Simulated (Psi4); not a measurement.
# SnNH4Cl (SMILES [NH2][SnH2][Cl]) at MP2/def2-SVP (core potential, sweep point 8)

Aim: the vertical ionisation energy of SnNH4Cl at MP2/def2-SVP (core potential, sweep point 8), from 2 runs. The job is set up through a Python script.

The calculation is run with Psi4 1.11.

14 further runs of the same task are left out: 12 that didn't finish, 2 set aside as unsound or not needed. Runs told in other sessions of the task aren't counted.

## (1) The system as given

SnNH4Cl has 7 atoms, charge 0, and is taken as a singlet. SMILES: `[NH2][SnH2][Cl]`. Geometry: relaxed at PBE0-D4/def2-TZVP. This is one conformer, not always the lowest.

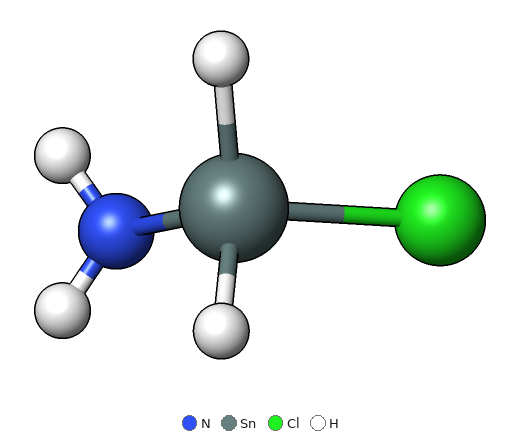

Viewed from a chosen angle; nitrogen blue, tin teal, chlorine green, hydrogen white.

## (2) The energy at MP2/def2-SVP (core potential, sweep point 8)

The input, run.py:

```python
import psi4

psi4.set_memory('1600 MB')
psi4.set_num_threads(1)
psi4.set_output_file('psi4.out', False)

mol = psi4.geometry("""
N     -0.972800    -0.020100    -0.835200
Sn     0.562300     0.041400     0.449100
Cl     0.846400    -2.133500     1.251000
H     -1.803500     0.485500    -0.566500
H     -0.756400     0.165200    -1.803000
H      0.172800     0.976800     1.814600
H      2.012400     0.416800    -0.355700
units angstrom
symmetry c1
""")

psi4.set_options({
    'basis': 'def2-SVP',
    'puream': True,
    'scf_type': 'pk',
    'num_frozen_docc': 10,
    'mp2_type': 'conv',
})

result = psi4.energy("mp2")
print(f'mp2 energy: {result:.10f} Eh')
```

Started as:

```console
$ python run.py
```

psi4.out:

```text
[...]
    !!!  WARNING: ECP capability is in beta. Please check occupations closely.  !!!
[...]
  Running in c1 symmetry.
[...]
  Nuclear repulsion =  186.923705781262044
[...]
  Multiplicity = 1
[...]
  Nalpha       = 25
  Nbeta        = 25
[...]
    Number of basis functions: 78
[...]
   @RHF iter   1:  -729.35234784493286   -2.01930e+00   6.26268e-03 ADIIS/DIIS
[...]
   @RHF iter  12:  -729.46537372672856   -6.82121e-13   2.11252e-09 DIIS
[...]
    Orbital Energies [Eh]
    ---------------------
    Doubly Occupied:
       1A   -104.756210     2A    -15.548318     3A    -10.518919
       4A     -7.993426     5A     -7.990999     6A     -7.990993
       7A     -5.898268     8A     -4.090298     9A     -4.087239
      10A     -4.086681    11A     -1.364632    12A     -1.360819
      13A     -1.356474    14A     -1.351938    15A     -1.350919
      16A     -1.101953    17A     -1.041600    18A     -0.677775
      19A     -0.651101    20A     -0.522881    21A     -0.487271
      22A     -0.478469    23A     -0.432266    24A     -0.424383
      25A     -0.404827
[...]
  @RHF Final Energy:  -729.46537372672856
   => Energetics <=
    Nuclear Repulsion Energy =            186.9237057812620435
    One-Electron Energy =               -1460.8408433561335187
    Two-Electron Energy =                 544.4517638481429458
    Total Energy =                       -729.4653737267285578
[...]
 Multipole Moments:
 ------------------------------------------------------------------------------------
     Multipole            Electronic (a.u.)      Nuclear  (a.u.)        Total (a.u.)
 ------------------------------------------------------------------------------------
 L = 1.  Multiply by 2.5417464519 to convert [e a0] to [Debye]
 Dipole X            :          8.2235930           -8.3750827           -0.1514897
 Dipole Y            :         27.6042321          -26.1362595            1.4679726
 Dipole Z            :         -0.1597814           -0.3481298           -0.5079113
 Magnitude           :                                                    1.5607262
[...]
	SCS-MP2 Total Energy (a.u.)        :  -729.88007726345120
	SOS-MP2 Total Energy (a.u.)        :  -729.84553386693472
	SCSN-MP2 Total Energy (a.u.)       :  -729.64776286033521
[...]
	SOS-PI-MP2 Total Energy (a.u.)     :  -729.90889389030235
[...]
	MP2 Total Energy (a.u.)            :  -729.88580403311619
[...]
```

On the terminal:

```text
mp2 energy: -729.8858040331 Eh
```

It took 5.1 s on 1 thread of Intel Xeon 6975P-C (Granite Rapids), shared host; peak memory 0.34 GiB.

## (3) The doublet cation, same level

The input, calc.py:

```python
import psi4

psi4.set_memory('1600 MB')
psi4.set_num_threads(1)
psi4.core.set_output_file('run.log', False)

mol = psi4.geometry("""
1 2
N     -0.972800    -0.020100    -0.835200
Sn     0.562300     0.041400     0.449100
Cl     0.846400    -2.133500     1.251000
H     -1.803500     0.485500    -0.566500
H     -0.756400     0.165200    -1.803000
H      0.172800     0.976800     1.814600
H      2.012400     0.416800    -0.355700
symmetry c1
""")

options = {'reference': 'uhf', 'puream': True, 'scf_type': 'pk', 'num_frozen_docc': 10, 'mp2_type': 'conv', 'maxiter': 150, 'guess': 'sap', 'd_convergence': 1e-06, 'orbital_optimizer_package': 'ooo'}
psi4.set_options(options)

result = psi4.energy("mp2/def2-SVP", molecule=mol)
print(f'total energy {result:.8f} hartree = {result * 27.211386:.5f} eV')
for k, v in sorted(psi4.core.scalar_variables().items()):
    print(f'{k:45s} {v:18.10f}')
```

Started as:

```console
$ python calc.py
```

run.log:

```text
[...]
    !!!  WARNING: ECP capability is in beta. Please check occupations closely.  !!!
[...]
  Running in c1 symmetry.
[...]
  Nuclear repulsion =  186.923705781262044
[...]
  Multiplicity = 2
[...]
  Nalpha       = 25
  Nbeta        = 24
[...]
    Number of basis functions: 78
[...]
   @UHF iter   1:  -539.07390792886690   -5.39074e+02   2.64453e-01 ODA
[...]
   @UHF iter  17:  -729.15303168007756   -3.37809e-09   2.06747e-07 Converged
[...]
   @S^2 Observed:                7.594716004E-01
[...]
    Orbital Energies [Eh]
    ---------------------
    Alpha Occupied:
       1A   -104.938648     2A    -15.948826     3A    -10.700280
       4A     -8.175031     5A     -8.171860     6A     -8.171768
       7A     -6.115234     8A     -4.309219     9A     -4.304336
      10A     -4.300788    11A     -1.600435    12A     -1.577967
      13A     -1.571013    14A     -1.566735    15A     -1.566675
      16A     -1.496000    17A     -1.219153    18A     -1.014251
      19A     -0.961295    20A     -0.896695    21A     -0.785241
      22A     -0.676270    23A     -0.645671    24A     -0.608750
      25A     -0.597955
    Alpha Virtual:
[...]
  @UHF Final Energy:  -729.15303168008018
   => Energetics <=
    Nuclear Repulsion Energy =            186.9237057812620435
    One-Electron Energy =               -1449.4380625111652989
    Two-Electron Energy =                 533.3613250498231082
    Total Energy =                       -729.1530316800801756
  UHF NO Occupations:
  HONO-2 :   23  A 1.9990148
  HONO-1 :   24  A 1.9976316
  HONO-0 :   25  A 1.0000000
  LUNO+0 :   26  A 0.0023684
  LUNO+1 :   27  A 0.0009852
[...]
 Multipole Moments:
 ------------------------------------------------------------------------------------
     Multipole            Electronic (a.u.)      Nuclear  (a.u.)        Total (a.u.)
 ------------------------------------------------------------------------------------
 L = 1.  Multiply by 2.5417464519 to convert [e a0] to [Debye]
 Dipole X            :          6.4491920           -8.3750827           -1.9258907
 Dipole Y            :         28.0613546          -26.1362595            1.9250950
 Dipole Z            :         -1.7806201           -0.3481298           -2.1287499
 Magnitude           :                                                    3.4563886
[...]
	SCS-MP2 Total Energy (a.u.)        :  -729.52643547186096
	SOS-MP2 Total Energy (a.u.)        :  -729.52497027455922
	SCSN-MP2 Total Energy (a.u.)       :  -729.31183221251388
[...]
	SOS-PI-MP2 Total Energy (a.u.)     :  -729.55358093567304
[...]
	MP2 Total Energy (a.u.)            :  -729.52936586646433
[...]
```

Standard output:

```text
total energy -729.52936587 hartree = -19851.50517 eV
CURRENT CORRELATION ENERGY                         -0.3763341864
CURRENT ENERGY                                   -729.5293658665
CURRENT REFERENCE ENERGY                         -729.1530316801
HF KINETIC ENERGY                                 598.5439583481
HF POTENTIAL ENERGY                             -1327.6969900281
HF TOTAL ENERGY                                  -729.1530316801
HF VIRIAL RATIO                                     2.2182113302
MP2 CORRELATION ENERGY                             -0.3763341864
MP2 DOUBLES ENERGY                                 -0.3763341864
MP2 OPPOSITE-SPIN CORRELATION ENERGY               -0.2861066111
MP2 SAME-SPIN CORRELATION ENERGY                   -0.0902275752
MP2 SINGLES ENERGY                                  0.0000000000
MP2 TOTAL ENERGY                                 -729.5293658665
NUCLEAR REPULSION ENERGY                          186.9237057813
ONE-ELECTRON ENERGY                             -1449.4380625112
SCF ITERATION ENERGY                             -729.1530316801
SCF ITERATIONS                                     17.0000000000
SCF TOTAL ENERGY                                 -729.1530316801
SCS(N)-MP2 CORRELATION ENERGY                      -0.1588005324
SCS(N)-MP2 TOTAL ENERGY                          -729.3118322125
SCS-MP2 CORRELATION ENERGY                         -0.3734037918
SCS-MP2 TOTAL ENERGY                             -729.5264354719
SCS-MP2-VDW CORRELATION ENERGY                     -0.4113302499
SCS-MP2-VDW TOTAL ENERGY                         -729.5643619300
SOS-MP2 CORRELATION ENERGY                         -0.3719385945
SOS-MP2 TOTAL ENERGY                             -729.5249702746
SOS-PI-MP2 CORRELATION ENERGY                      -0.4005492556
SOS-PI-MP2 TOTAL ENERGY                          -729.5535809357
TWO-ELECTRON ENERGY                               533.3613250498
XC GRID RADIAL POINTS                              75.0000000000
XC GRID SPHERICAL POINTS                          302.0000000000
XC GRID TOTAL POINTS                           151318.0000000000
```

Run time: 6.6 s. Hardware: 1 thread of Intel Xeon 6975P-C (Granite Rapids), shared host; peak memory 0.32 GiB.

## (4) Results

Level: MP2/def2-SVP (core potential, sweep point 8), 10 core orbitals frozen.

| quantity | value |
| --- | --- |
| singlet SnNH4Cl: total energy | -729.88580 Eh |
| singlet SnNH4Cl: HOMO energy (Hartree–Fock orbitals) | -11.02 eV |
| singlet SnNH4Cl: LUMO energy (Hartree–Fock orbitals) | 3.07 eV |
| singlet SnNH4Cl: HOMO–LUMO gap (Hartree–Fock orbitals) | 14.08 eV |
| singlet SnNH4Cl: correlation energy (10 core orbitals frozen) | -420.4 mEh |
| doublet cation: total energy | -729.52937 Eh |
| doublet cation: HOMO energy (Hartree–Fock orbitals) (highest over α and β) | -16.24 eV |
| doublet cation: LUMO energy (Hartree–Fock orbitals) (lowest over α and β) | -6.49 eV |
| doublet cation: correlation energy (10 core orbitals frozen) | -376.3 mEh |
| doublet cation: ⟨S²⟩ of the reference determinant | 0.759 |
| vertical ionisation energy (to the doublet cation) | 9.699 eV |

The vertical ionisation energy comes to 9.70 eV (224 kcal/mol).
